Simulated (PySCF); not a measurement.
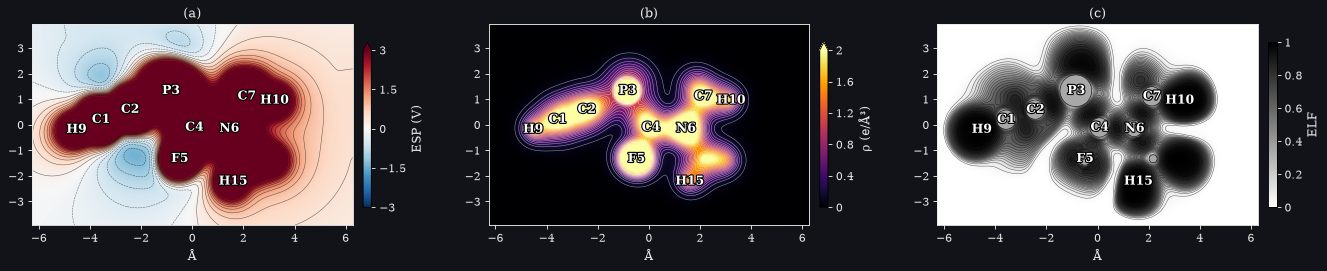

Figure. C5H7FNP (SMILES C#C/P=C(\F)N(C)C). (a) electrostatic potential; (b) electron density; (c) electron localisation function on the plane of atoms P3, C4 and F5. Grey discs cover the atomic cores in the ELF map.

Geometry: GFN2-xTB.

The calculation used PBE0/pcSseg-1, SCF density, gas phase, non-relativistic (PySCF).

```xyz
15

C     3.9974    0.0448    0.9300
C     2.8148   -0.0807    1.1187
P     1.1311   -0.2597    1.5717
C     0.4655   -0.2683   -0.0034
F     1.2283   -0.1172   -1.1053
N    -0.8489   -0.4667   -0.2808
C    -1.7443   -0.5600    0.8414
C    -1.4222   -0.1067   -1.5549
H     5.0205    0.1512    0.7165
H    -2.7206   -0.8897    0.4923
H    -1.3537   -1.2880    1.5556
H    -1.8506    0.4011    1.3579
H    -1.8661    0.8950   -1.5215
H    -2.1993   -0.8277   -1.8135
H    -0.6564   -0.1251   -2.3265
```

Q: Interpret the plot.

A:
- Atoms in the plane: C, P, F, N and H.
- C–C (1.20 Å): ρ at the midpoint is about 2.7 e/Å³; the ELF peaks at about 0.85 between the atoms (a short, multiple covalent bond).
- C–F (1.35 Å): ρ at the midpoint is about 2.3 e/Å³, with its minimum of 1.8 e/Å³ about 0.5 Å from C; the ELF peaks at about 0.85 between the atoms (a shared but strongly polarised pair).
- C–N (1.36 Å): ρ at the midpoint is about 2.3 e/Å³; the ELF peaks at about 0.90 between the atoms (a covalent bond).
- C–P (1.71 Å): ρ is about 1.3 e/Å³ halfway; the ELF peaks at about 0.95 between the atoms: localised, covalent bonding.
- C–H (1.05 Å): ρ is about 2.1 e/Å³ halfway; the ELF climbs to about 1 towards the hydrogen, as it does in any bond to H: a covalent bond by its length.
- The ELF also peaks beside F5 and P3, away from the bonds: lone-pair regions.
- Outside the dense part of the molecule the potential is most negative (−1.4 V) near C2.
